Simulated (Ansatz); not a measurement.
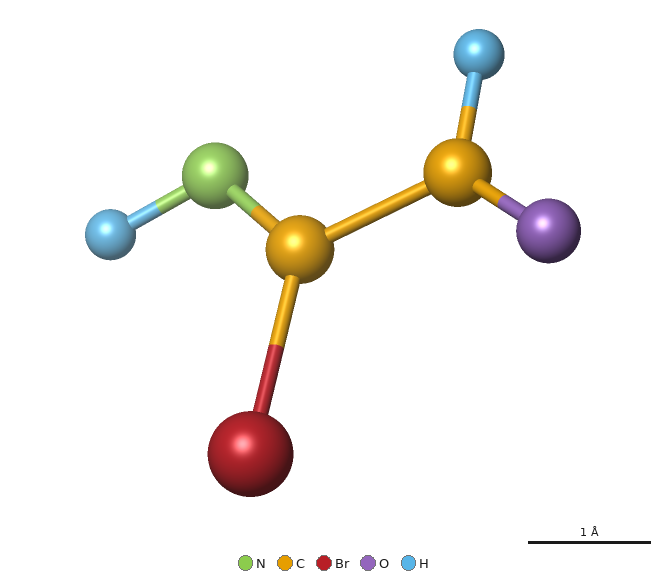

Rendered structure (ball-and-stick style).

Description:

The molecule is C2H2BrNO. Its SMILES string is `[H]/N=C(\Br)C=O`. It has no ring. Among its groups: aldehyde, imine, C–Br bond. This geometry has Cs symmetry. All atoms lie on one plane. Coordination: 1 N bent; 2 C trigonal planar.

More results for the same structure follow; atom numbers are the same in all pictures, views and colours differ. The geometry was computed by an optimisation with PBE0-D4/def2-TZVP.

Dipole moment

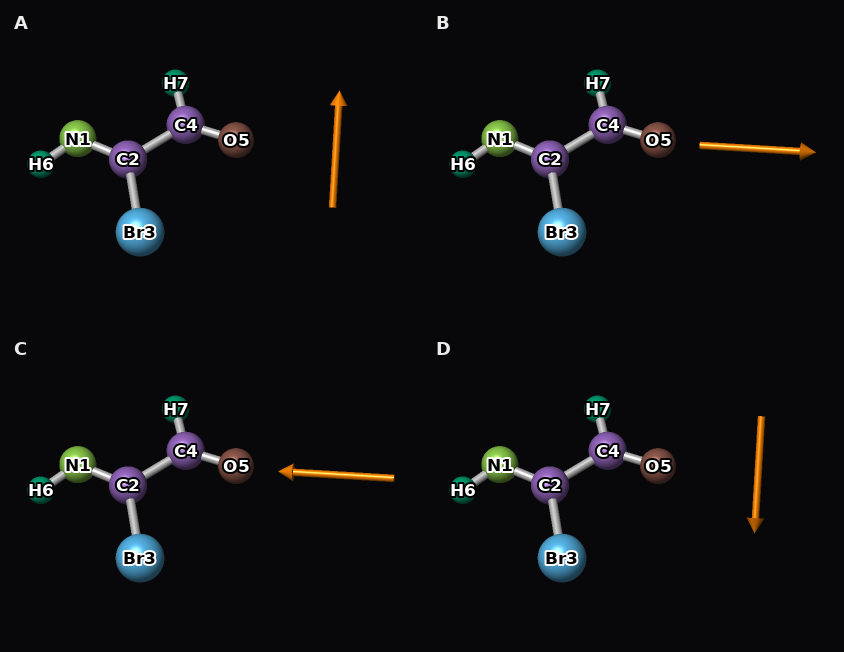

The same molecule four times, each with an arrow. Properties computed with RKS PBE0-D4/def2-TZVP (Ansatz 0.2.0).

Question: Which arrow points along the dipole moment, from the negative to the positive end?

Answer: C. The dipole moment is 2.01 D; it points from the side of O5 to the side of H6 (the outermost atoms at the two ends).

Thermal motion

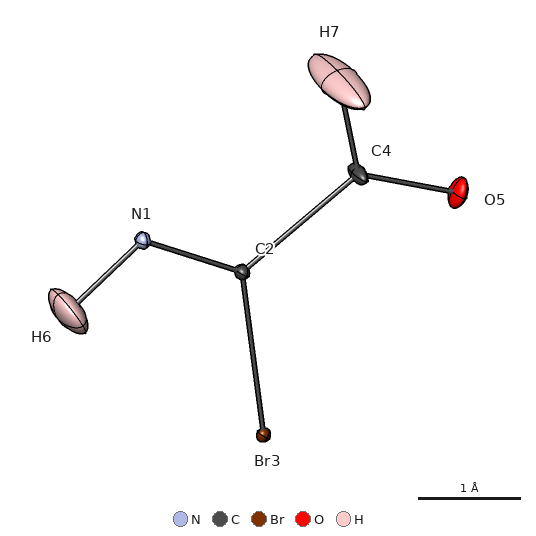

Displacement ellipsoids at the 50 % level, from the internal vibrations of the free molecule (harmonic, no overall translation or rotation; no half-axis is drawn under 0.075 Å). Vibrations computed with RKS PBE0-D4/def2-TZVP (Ansatz 0.2.0). Temperature: 400 K.

Question: Which atom has the largest mean-square displacement?

Answer: H7, with U_eq = 0.0554 Å².

Question: Does H7 move more along its bond or across it?

Answer: Across it: the root-mean-square amplitude is 0.087 Å along the bond and up to 0.377 Å across, since bending and torsion are softer than stretching.

List U_eq and the three principal root-mean-square amplitudes for each kind of atom.

```json
{"atom": "N1", "U_eq (Å²)": "0.0032", "rms amplitudes (Å)": "0.049, 0.056, 0.064"}
{"atom": "C2", "U_eq (Å²)": "0.0028", "rms amplitudes (Å)": "0.042, 0.051, 0.064"}
{"atom": "Br3", "U_eq (Å²)": "0.00040", "rms amplitudes (Å)": "0.006, 0.014, 0.031"}
{"atom": "C4", "U_eq (Å²)": "0.0060", "rms amplitudes (Å)": "0.031, 0.055, 0.118"}
{"atom": "O5", "U_eq (Å²)": "0.0068", "rms amplitudes (Å)": "0.030, 0.092, 0.105"}
{"atom": "H6", "U_eq (Å²)": "0.0260", "rms amplitudes (Å)": "0.082, 0.156, 0.216"}
{"atom": "H7", "U_eq (Å²)": "0.0554", "rms amplitudes (Å)": "0.087, 0.127, 0.377"}
```

Electronic properties

Properties computed with RKS BHLYP-D4/def2-TZVPP (Ansatz 0.2.0).

Computed properties:

- HOMO energy (Kohn–Sham orbital): −9.70 eV
- LUMO energy (Kohn–Sham orbital): −1.52 eV
- HOMO–LUMO gap: 8.17 eV
- dispersion correction: −19.7 kJ/mol
